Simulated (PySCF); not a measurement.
Al(Cl)(F)(nPr), C3H7AlClF, SMILES CC[CH2][Al]([F])[Cl], singlet at its CAM-B3LYP/def2-SVP optimised geometry (Å):

```
13

Al     1.1846    -0.9170     0.0000
Cl     3.2746    -0.9170     0.0000
F      0.4658    -2.4103    -0.0015
C      0.1132     0.6929     0.0000
C     -1.4076     0.4903    -0.0087
C     -2.1881     1.7997    -0.0201
H      0.4242     1.3004    -0.8700
H      0.4158     1.2962     0.8759
H     -1.6981    -0.1150    -0.8837
H     -1.7091    -0.1061     0.8687
H     -1.9517     2.4103     0.8657
H     -3.2746     1.6234    -0.0254
H     -1.9415     2.4009    -0.9096
```

Level of theory: CAM-B3LYP/def2-TZVP (PySCF 2.14.0).

Map of the log10 of the electron density (e/bohr³), floored at −4 on the plane z = 0.8 Å:

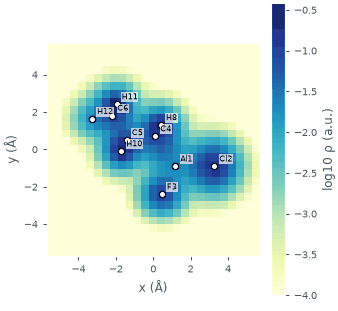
*Log10 of the electron density (e/bohr³), floored at −4 on the plane z = 0.8 Å.*
